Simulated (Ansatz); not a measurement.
# Run report: Si3N2H9O, geometry relaxation (part 2 of 2)

Continued. System: Si3N2H9O, multiplicity 2. Method: UKS PBE0-D4/def2-TZVP (Ansatz 0.2.0). 

Geometry of the input (Å):
```
Si -1.1387  -0.7525  -0.0267
N  -0.1311  -0.7283  -1.4839
Si 0.8721  0.6782  -1.8238
N  -1.1792  0.7982  0.7004
Si -0.5321  1.1974  2.2702
O  -0.4259  -1.6830  1.1149
H  -0.6057  -1.0914  -2.3032
H  1.7684  0.8883  -0.6656
H  0.0680  1.9041  -2.0684
H  1.6587  0.3764  -3.0466
H  -1.7708  1.4984  0.2779
H  -0.7619  2.6556  2.4501
H  -1.2045  0.4664  3.3728
H  0.9229  0.9153  2.3192
H  0.2111  -2.3383  0.7988
```

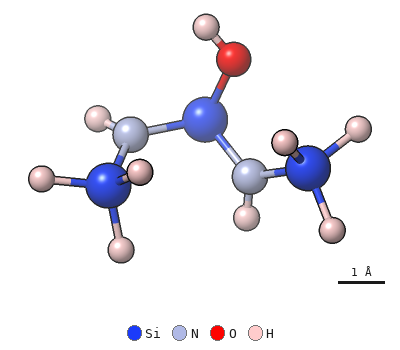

**Figure 1.** The geometry at step 11 of the log (ball-and-stick view, seen at a tilt).

Trajectory as extended XYZ, continued
```
15
Properties=species:S:1:pos:R:3:forces:R:3 step=5 energy=-28796.88863
Si   -1.1396   -0.7400   -0.0389   -0.1081  -0.0563  -0.0135
N    -0.2409   -0.6123   -1.5058    0.0212   0.0243   0.1148
Si    0.8487    0.6918   -1.8565    0.0009   0.0086  -0.0228
N    -1.1881    0.7942    0.7261    0.0337   0.0365   0.0120
Si   -0.5440    1.1838    2.2931   -0.0155   0.0004   0.0006
O    -0.4153   -1.6706    1.1226    0.0570   0.0111  -0.1008
H    -0.4844   -1.2270   -2.2660   -0.0070  -0.0313  -0.0277
H     1.7733    0.9047   -0.7158    0.0073   0.0014  -0.0017
H     0.1475    1.9764   -2.1321    0.0121  -0.0009  -0.0013
H     1.6237    0.3156   -3.0691    0.0039   0.0112  -0.0050
H    -1.7442    1.5133    0.2879    0.0002  -0.0073  -0.0051
H    -0.7887    2.6372    2.4941    0.0024   0.0046   0.0042
H    -1.2059    0.4347    3.3913    0.0024  -0.0016   0.0030
H     0.9155    0.9218    2.3540    0.0030  -0.0013  -0.0016
H     0.1937   -2.3387    0.8012   -0.0134   0.0004   0.0451
15
Properties=species:S:1:pos:R:3:forces:R:3 step=6 energy=-28796.88260 accepted=F
Si   -1.1606   -0.7501   -0.0386    0.2730   0.0756   0.0435
N    -0.2356   -0.6167   -1.4850   -0.0737  -0.0499  -0.1681
Si    0.8357    0.7003   -1.8469    0.0162   0.0078   0.0535
N    -1.1701    0.7920    0.7092   -0.1496   0.1381   0.0423
Si   -0.5431    1.1789    2.2839    0.0423  -0.0110  -0.0017
O    -0.3920   -1.6435    1.1198   -0.1306  -0.0547   0.0841
H    -0.4534   -1.2452   -2.2425    0.0108  -0.0138  -0.0479
H     1.7792    0.9197   -0.7225    0.0007   0.0045  -0.0078
H     0.1240    1.9815   -2.1094   -0.0098  -0.0038   0.0012
H     1.5987    0.3402   -3.0719   -0.0122  -0.0155  -0.0092
H    -1.7079    1.5183    0.2586    0.0019  -0.0071   0.0286
H    -0.7767    2.6346    2.4855   -0.0090  -0.0049  -0.0085
H    -1.2161    0.4339    3.3786   -0.0110   0.0008  -0.0089
H     0.9143    0.9063    2.3557   -0.0058   0.0081   0.0081
H     0.1547   -2.3654    0.8116    0.0569  -0.0744  -0.0090
15
Properties=species:S:1:pos:R:3:forces:R:3 step=7 energy=-28796.89009
Si   -1.1420   -0.7408   -0.0390   -0.0408  -0.0147   0.0010
N    -0.2347   -0.6138   -1.4996    0.0113   0.0146   0.0372
Si    0.8473    0.6957   -1.8575   -0.0018  -0.0010  -0.0125
N    -1.1829    0.7965    0.7226    0.0079   0.0121   0.0066
Si   -0.5448    1.1836    2.2926   -0.0023   0.0014   0.0000
O    -0.4156   -1.6677    1.1227    0.0166   0.0074  -0.0431
H    -0.4675   -1.2359   -2.2580   -0.0019  -0.0156  -0.0144
H     1.7844    0.9108   -0.7275    0.0068   0.0012   0.0011
H     0.1409    1.9789   -2.1244    0.0028   0.0002   0.0011
H     1.6108    0.3256   -3.0794    0.0006   0.0034  -0.0016
H    -1.7385    1.5155    0.2833    0.0000  -0.0049  -0.0015
H    -0.7867    2.6374    2.4951    0.0003   0.0017   0.0018
H    -1.2104    0.4344    3.3885   -0.0010  -0.0009   0.0013
H     0.9140    0.9182    2.3564    0.0023   0.0006   0.0018
H     0.1769   -2.3536    0.8102   -0.0009  -0.0054   0.0209
15
Properties=species:S:1:pos:R:3:forces:R:3 step=8 energy=-28796.89050
Si   -1.1388   -0.7411   -0.0395   -0.0135   0.0032  -0.0067
N    -0.2220   -0.6150   -1.4938    0.0072   0.0035  -0.0075
Si    0.8460    0.7035   -1.8619    0.0000  -0.0039  -0.0015
N    -1.1752    0.7983    0.7194    0.0037  -0.0062   0.0067
Si   -0.5448    1.1838    2.2928    0.0015   0.0044   0.0018
O    -0.4209   -1.6673    1.1267   -0.0009   0.0080   0.0027
H    -0.4376   -1.2496   -2.2475   -0.0014  -0.0009   0.0005
H     1.8034    0.9237   -0.7495    0.0003  -0.0012  -0.0004
H     0.1264    1.9823   -2.1122   -0.0015   0.0030   0.0019
H     1.5902    0.3434   -3.0986    0.0003  -0.0012  -0.0004
H    -1.7279    1.5178    0.2774    0.0015  -0.0044  -0.0003
H    -0.7849    2.6381    2.4951    0.0001  -0.0011   0.0002
H    -1.2173    0.4352    3.3851   -0.0019   0.0000   0.0007
H     0.9132    0.9154    2.3644   -0.0007   0.0013   0.0009
H     0.1413   -2.3836    0.8283    0.0052  -0.0044   0.0015
15
Properties=species:S:1:pos:R:3:forces:R:3 step=9 energy=-28796.88767 accepted=F
Si   -1.1469   -0.7417   -0.0498    0.1344   0.0166   0.0633
N    -0.2231   -0.6149   -1.5015   -0.0516  -0.0056   0.0378
Si    0.8473    0.7012   -1.8683   -0.0039   0.0084   0.0442
N    -1.1720    0.7903    0.7216   -0.0523   0.0546  -0.0465
Si   -0.5456    1.1786    2.2964   -0.0307  -0.0114  -0.0109
O    -0.4231   -1.6520    1.1250    0.0916  -0.1908  -0.0336
H    -0.4431   -1.2460   -2.2559   -0.0059  -0.0219  -0.0356
H     1.8104    0.9079   -0.7582    0.0071   0.0036  -0.0042
H     0.1280    1.9866   -2.0955    0.0247  -0.0252  -0.0246
H     1.5859    0.3391   -3.1081   -0.0146   0.0250  -0.0054
H    -1.7226    1.5099    0.2791   -0.0186   0.0637  -0.0001
H    -0.7862    2.6331    2.4940   -0.0045   0.0095  -0.0062
H    -1.2290    0.4382    3.3884    0.0205  -0.0061  -0.0065
H     0.9128    0.9174    2.3767   -0.0004  -0.0185   0.0005
H     0.1581   -2.3629    0.8421   -0.0959   0.0981   0.0280
15
Properties=species:S:1:pos:R:3:forces:R:3 step=10 energy=-28796.89052
Si   -1.1370   -0.7438   -0.0393   -0.0090   0.0002   0.0025
N    -0.2255   -0.6135   -1.4964    0.0062  -0.0004  -0.0104
Si    0.8460    0.7021   -1.8631    0.0005  -0.0006  -0.0011
N    -1.1757    0.7941    0.7224    0.0071   0.0068  -0.0043
Si   -0.5489    1.1857    2.2957   -0.0006  -0.0005   0.0025
O    -0.4135   -1.6680    1.1245    0.0126  -0.0141   0.0053
H    -0.4422   -1.2478   -2.2502   -0.0021   0.0037   0.0034
H     1.8110    0.9120   -0.7552    0.0004  -0.0002  -0.0006
H     0.1298    1.9855   -2.1005    0.0015  -0.0005   0.0001
H     1.5815    0.3457   -3.1063   -0.0009   0.0013   0.0006
H    -1.7179    1.5169    0.2728   -0.0052  -0.0045   0.0019
H    -0.7883    2.6409    2.4918    0.0004   0.0001  -0.0030
H    -1.2261    0.4434    3.3895   -0.0001  -0.0039  -0.0026
H     0.9086    0.9164    2.3735    0.0001   0.0002   0.0015
H     0.1493   -2.3846    0.8267   -0.0109   0.0124   0.0042
15
Properties=species:S:1:pos:R:3:forces:R:3 step=11 energy=-28796.89059
Si   -1.1368   -0.7424   -0.0392    0.0028   0.0004   0.0019
N    -0.2249   -0.6138   -1.4965    0.0010  -0.0010  -0.0041
Si    0.8472    0.7011   -1.8644   -0.0007   0.0041  -0.0001
N    -1.1737    0.7960    0.7214   -0.0014   0.0064  -0.0046
Si   -0.5491    1.1854    2.2961    0.0011  -0.0052  -0.0005
O    -0.4132   -1.6652    1.1260    0.0021  -0.0033   0.0034
H    -0.4441   -1.2469   -2.2505   -0.0010   0.0007   0.0008
H     1.8135    0.9103   -0.7575    0.0000  -0.0013  -0.0005
H     0.1320    1.9853   -2.1011    0.0009  -0.0017   0.0006
H     1.5812    0.3449   -3.1084   -0.0007  -0.0013   0.0005
H    -1.7226    1.5161    0.2756   -0.0003  -0.0006   0.0006
H    -0.7901    2.6402    2.4933   -0.0019  -0.0012   0.0024
H    -1.2260    0.4382    3.3867   -0.0008   0.0033   0.0009
H     0.9086    0.9179    2.3753    0.0001   0.0008  -0.0007
H     0.1490   -2.3823    0.8293   -0.0012  -0.0001  -0.0006
15
Properties=species:S:1:pos:R:3:forces:R:3 step=12 energy=-28796.89060
Si   -1.1352   -0.7413   -0.0387    0.0036  -0.0014  -0.0031
N    -0.2246   -0.6138   -1.4971   -0.0031  -0.0007  -0.0010
Si    0.8481    0.7003   -1.8663    0.0014  -0.0013   0.0018
N    -1.1713    0.7978    0.7207   -0.0022  -0.0003   0.0005
Si   -0.5498    1.1852    2.2972   -0.0043   0.0053   0.0033
O    -0.4108   -1.6637    1.1265   -0.0021   0.0051   0.0023
H    -0.4464   -1.2458   -2.2512   -0.0001   0.0004   0.0012
H     1.8169    0.9069   -0.7611   -0.0005   0.0007  -0.0002
H     0.1343    1.9855   -2.1009    0.0010  -0.0009  -0.0005
H     1.5795    0.3429   -3.1115   -0.0010   0.0009  -0.0007
H    -1.7241    1.5163    0.2770    0.0026  -0.0003   0.0004
H    -0.7947    2.6389    2.4975    0.0017   0.0016  -0.0014
H    -1.2283    0.4374    3.3864    0.0028  -0.0038  -0.0006
H     0.9084    0.9207    2.3776   -0.0022  -0.0015   0.0003
H     0.1491   -2.3824    0.8298    0.0023  -0.0037  -0.0021
15
Properties=species:S:1:pos:R:3:forces:R:3 step=13 energy=-28796.89062
Si   -1.1338   -0.7410   -0.0381    0.0029  -0.0029  -0.0024
N    -0.2255   -0.6133   -1.4979   -0.0028   0.0000   0.0012
Si    0.8488    0.6993   -1.8677    0.0003  -0.0009   0.0012
N    -1.1704    0.7980    0.7212   -0.0025   0.0007   0.0012
Si   -0.5520    1.1859    2.2988    0.0025  -0.0002   0.0010
O    -0.4074   -1.6625    1.1266    0.0012   0.0010   0.0009
H    -0.4488   -1.2450   -2.2519   -0.0003   0.0005   0.0010
H     1.8200    0.9031   -0.7641    0.0000   0.0001  -0.0009
H     0.1365    1.9860   -2.0989    0.0008  -0.0005  -0.0009
H     1.5765    0.3423   -3.1151    0.0000   0.0012   0.0002
H    -1.7219    1.5167    0.2763    0.0010   0.0005  -0.0006
H    -0.7973    2.6396    2.4987   -0.0007   0.0000  -0.0005
H    -1.2307    0.4364    3.3868   -0.0007  -0.0006  -0.0009
H     0.9061    0.9216    2.3814   -0.0002   0.0004   0.0004
H     0.1512   -2.3823    0.8299   -0.0015   0.0007  -0.0009
15
Properties=species:S:1:pos:R:3:forces:R:3 step=14 energy=-28796.89063
Si   -1.1322   -0.7410   -0.0372    0.0019  -0.0021  -0.0011
N    -0.2272   -0.6126   -1.4988   -0.0007   0.0010   0.0015
Si    0.8493    0.6981   -1.8692    0.0005   0.0009  -0.0015
N    -1.1691    0.7981    0.7220   -0.0010   0.0000  -0.0006
Si   -0.5539    1.1865    2.3008    0.0007  -0.0020  -0.0011
O    -0.4030   -1.6612    1.1267    0.0031  -0.0016   0.0010
H    -0.4524   -1.2438   -2.2526   -0.0003   0.0007   0.0005
H     1.8238    0.8984   -0.7678   -0.0009  -0.0005  -0.0004
H     0.1394    1.9866   -2.0972   -0.0002  -0.0003   0.0005
H     1.5732    0.3419   -3.1191    0.0003  -0.0006   0.0008
H    -1.7188    1.5171    0.2754    0.0002   0.0006  -0.0006
H    -0.8013    2.6400    2.5000   -0.0003  -0.0004   0.0007
H    -1.2343    0.4357    3.3869    0.0000   0.0006  -0.0001
H     0.9042    0.9237    2.3865    0.0004   0.0008   0.0006
H     0.1534   -2.3826    0.8297   -0.0037   0.0028  -0.0001
15
Properties=species:S:1:pos:R:3:forces:R:3 step=15 energy=-28796.89064
Si   -1.1306   -0.7407   -0.0363    0.0009  -0.0012  -0.0011
N    -0.2286   -0.6119   -1.4998   -0.0001   0.0011   0.0009
Si    0.8498    0.6969   -1.8711    0.0010   0.0000   0.0005
N    -1.1675    0.7986    0.7225   -0.0001  -0.0006   0.0004
Si   -0.5557    1.1870    2.3026    0.0005  -0.0017  -0.0012
O    -0.3987   -1.6595    1.1270    0.0026  -0.0009   0.0011
H    -0.4560   -1.2424   -2.2534   -0.0004   0.0004  -0.0001
H     1.8265    0.8945   -0.7711   -0.0006  -0.0003  -0.0002
H     0.1419    1.9870   -2.0964   -0.0002  -0.0001  -0.0009
H     1.5711    0.3402   -3.1224   -0.0003   0.0001   0.0005
H    -1.7158    1.5179    0.2746    0.0001   0.0003  -0.0002
H    -0.8059    2.6398    2.5025   -0.0007  -0.0005   0.0005
H    -1.2367    0.4340    3.3868   -0.0003   0.0008  -0.0002
H     0.9027    0.9267    2.3912    0.0008   0.0006  -0.0002
H     0.1545   -2.3833    0.8296   -0.0032   0.0021   0.0001
15
Properties=species:S:1:pos:R:3:forces:R:3 step=16 energy=-28796.89065
Si   -1.1284   -0.7402   -0.0352   -0.0005   0.0004  -0.0018
N    -0.2303   -0.6108   -1.5009    0.0005   0.0003   0.0008
Si    0.8506    0.6956   -1.8733   -0.0005  -0.0010  -0.0011
N    -1.1653    0.7994    0.7230    0.0003  -0.0013   0.0018
Si   -0.5574    1.1873    2.3048   -0.0009   0.0001  -0.0005
O    -0.3932   -1.6571    1.1275    0.0015   0.0008   0.0006
H    -0.4608   -1.2402   -2.2545    0.0000   0.0003  -0.0005
H     1.8290    0.8905   -0.7743   -0.0007   0.0002  -0.0003
H     0.1452    1.9872   -2.0977    0.0000   0.0009   0.0003
H     1.5692    0.3377   -3.1257    0.0008  -0.0002   0.0006
H    -1.7121    1.5189    0.2737    0.0004  -0.0004   0.0005
H    -0.8128    2.6391    2.5064   -0.0001  -0.0004  -0.0002
H    -1.2384    0.4307    3.3864    0.0004   0.0001  -0.0004
H     0.9017    0.9319    2.3961    0.0004   0.0001  -0.0005
H     0.1541   -2.3851    0.8297   -0.0017   0.0001   0.0007
```

Key numbers

- outcome: converged
- total energy: −28796.8907 eV
- mean-field energy: −28796.5012 eV
- dispersion energy: −0.3895 eV
- ⟨S²⟩: 0.752
- SCF solution under orbital rotations: stable
- largest force (length of the vector) at the end: 0.002 eV/Å
- dipole moment: 1.95 D
- hardware: 4 CPU threads, shared host
- wall time: 36 s (CPU time 53 s)
- peak memory: 0.97 GiB
